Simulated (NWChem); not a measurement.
**NaLi (lithium sodium) at 3 levels**

Aim: a comparison of 3 runs (PBE/aug-pcseg-0, PBE/aug-pcseg-1, PBE/aug-pcseg-2) of NaLi (lithium sodium). 

The results are computed with NWChem 7.3.0.

3 further runs of the same task are left out: 1 that didn't finish, 2 set aside as unsound or not needed.

## Step 1: Starting point

NaLi: 2 atoms, total charge 0, spin state singlet. As SMILES, `[Li][Na]`. Geometry: the measured bond length.

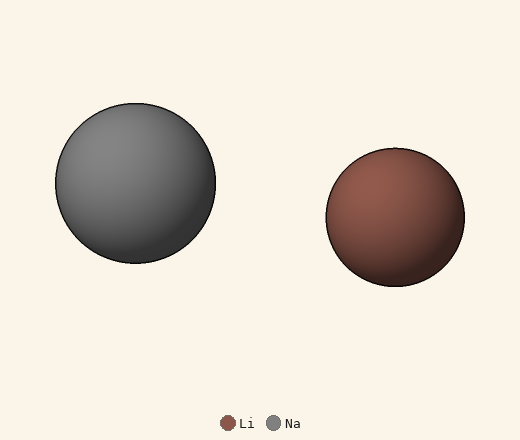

Viewed from a chosen angle; lithium brown, sodium grey.

## Step 2: NMR shieldings at PBE/aug-pcseg-0 (run 1)

lina.nw

```
echo
start lina
title "lithium sodium"
memory stack 880 mb heap 220 mb global 1100 mb
geometry noautosym nocenter noautoz
   Li    0.000000    0.000000    0.000000
   Na    0.000000    0.000000    2.810000
end
basis spherical bse
   * library aug-pcseg-0
end
dft
   xc xpbe96 cpbe96
   grid fine
   convergence energy 1e-08
   maxiter 100
   mulliken
   print low
end
property
   shielding
end
task dft property
```

Started as:

```console
nwchem lina.nw > lina.out
```

Output:

```text
[...]
 d= 0,ls=0.0,diis     1   -169.4372603560 -1.76D+02  1.99D-02  2.28D-02     0.3
[...]
 d= 0,ls=0.0,diis     7   -169.4419109552 -3.92D-09  8.69D-06  3.64D-10     1.1
         Total DFT energy =     -169.441910955223
      One electron energy =     -249.576045199222
           Coulomb energy =       89.976954756828
    Exchange-Corr. energy =      -16.057357600726
 Nuclear repulsion energy =        6.214537087897
[...]
      Total Density - Mulliken Population Analysis
     ---------------------------------------------
    Atom       Charge   Shell Charges
 -----------   ------   -------------------------------------------------------
    1 Li   3     3.01   1.97  0.23  0.79 -0.03  0.07 -0.01
    2 Na  11    10.99   2.00  2.00  0.52  0.38  0.06  5.95  0.07  0.01
[...]
           isotropic =      99.6113
[...]
           isotropic =     611.0519
[...]
```

Run time: 2.8 s. Hardware: 1 thread of Intel Xeon Platinum 8259CL at 2.50GHz (Skylake/Cascade Lake), shared host; peak memory 0.11 GiB.

## Step 3: Magnetic shielding at PBE/aug-pcseg-1 (run 2)

lina.nw

```
start lina
memory total 2200 mb
charge 0

geometry units angstroms noautosym nocenter noautoz
  Li       0.000000       0.000000       0.000000
  Na       0.000000       0.000000       2.810000
end

basis spherical bse
  * library aug-pcseg-1
end

dft
  xc xpbe96 cpbe96
  grid fine
  convergence energy 1e-08
  maxiter 100
  mulliken
  noprint "final vectors analysis"
end

property
  shielding
end

task dft property
```

Started as:

```console
nwchem lina.nw > lina.out
```

Output:

```text
[...]
          Wavefunction type:  closed shell.
          No. of atoms     :     2
          No. of electrons :    14
[...]
          Charge           :     0
          Spin multiplicity:     1
[...]
          AO basis - number of functions:    27
[...]
              XC Information
              --------------
          PerdewBurkeErnzerhof Exchange Functional  1.000
            Perdew 1991 LDA Correlation Functional  1.000 local
           PerdewBurkeErnz. Correlation Functional  1.000 non-local
[...]
 d= 0,ls=0.0,diis     1   -169.6411215617 -1.76D+02  1.77D-02  1.97D-02     0.4
[...]
 d= 0,ls=0.0,diis     7   -169.6453935962 -8.07D-09  3.44D-06  7.64D-11     1.3
         Total DFT energy =     -169.645393596242
      One electron energy =     -250.137874754924
           Coulomb energy =       90.393411515884
    Exchange-Corr. energy =      -16.115467445098
 Nuclear repulsion energy =        6.214537087897
[...]
      Total Density - Mulliken Population Analysis
     ---------------------------------------------
    Atom       Charge   Shell Charges
 -----------   ------   -------------------------------------------------------
    1 Li   3     3.10   2.00  0.50  0.51  0.03  0.02  0.05  0.00
    2 Na  11    10.90   2.00  1.99  0.63  0.26 -0.00  5.99  0.04 -0.00
[...]
           isotropic =      99.3838
[...]
           isotropic =     604.9148
[...]
```

Wall time 3.6 s (1 thread of Intel Xeon Platinum 8259CL at 2.50GHz (Skylake/Cascade Lake), shared host); peak memory 0.11 GiB.

## Step 4: Magnetic shielding at PBE/aug-pcseg-2 (run 3)

lina.nw

```
start lina
title "lithium sodium"
memory total 2200 mb

geometry noautosym nocenter noautoz
  Li     0.000000     0.000000     0.000000
  Na     0.000000     0.000000     2.810000
end

basis spherical bse
  * library aug-pcseg-2
end

dft
  xc xpbe96 cpbe96
  grid fine
  convergence energy 1e-08
  iterations 100
  mulliken
  noprint "final vectors analysis"
end

property
  shielding
end

task dft property
```

Started as:

```console
nwchem lina.nw > lina.out
```

Output:

```text
[...]
          Wavefunction type:  closed shell.
          No. of atoms     :     2
          No. of electrons :    14
[...]
          Charge           :     0
          Spin multiplicity:     1
[...]
          AO basis - number of functions:    52
[...]
              XC Information
              --------------
          PerdewBurkeErnzerhof Exchange Functional  1.000
            Perdew 1991 LDA Correlation Functional  1.000 local
           PerdewBurkeErnz. Correlation Functional  1.000 non-local
[...]
 d= 0,ls=0.0,diis     1   -169.6546192436 -1.76D+02  1.26D-02  1.25D-01     0.8
[...]
 d= 0,ls=0.0,diis     8   -169.6606096947 -2.62D-09  3.11D-07  6.23D-12     4.0
         Total DFT energy =     -169.660609694689
      One electron energy =     -250.218174680394
           Coulomb energy =       90.464253551779
    Exchange-Corr. energy =      -16.121225653971
 Nuclear repulsion energy =        6.214537087897
[...]
      Total Density - Mulliken Population Analysis
     ---------------------------------------------
    Atom       Charge   Shell Charges
 -----------   ------   -------------------------------------------------------
    1 Li   3     2.80   2.04 -0.06  0.52  0.34 -0.08  0.03  0.02 -0.01  0.00  0.00
    2 Na  11    11.20   2.00  0.60  1.39  0.60  0.44  0.06  6.00  0.01  0.07  0.02  0.00  0.01
[...]
           isotropic =      98.8161
[...]
           isotropic =     604.9128
[...]
```

Wall time 11 s (1 thread of Intel Xeon Platinum 8259CL at 2.50GHz (Skylake/Cascade Lake), shared host); peak memory 0.11 GiB.

## Step 5: The series

| run | level | energy (Eh) | isotropic shielding of Li1 (ppm) | isotropic shielding of Na2 (ppm) | wall time |
| --- | --- | --- | --- | --- | --- |
| 1 | PBE/aug-pcseg-0 | -169.441911 | 99.6 | 611.1 | 2.8 s |
| 2 | PBE/aug-pcseg-1 | -169.645394 | 99.4 | 604.9 | 3.6 s |
| 3 | PBE/aug-pcseg-2 | -169.660610 | 98.8 | 604.9 | 11 s |

## Step 6: Summary of results

```
                         quantity          value
              run 3: total energy  -169.66061 Eh
             run 3: dipole moment         0.18 D
run 3: isotropic shielding of Li1       98.8 ppm
run 3: isotropic shielding of Na2      604.9 ppm
```

In words: Over the runs the total energy spans 5.951 eV. All runs together took 17 s, the longest 11 s.
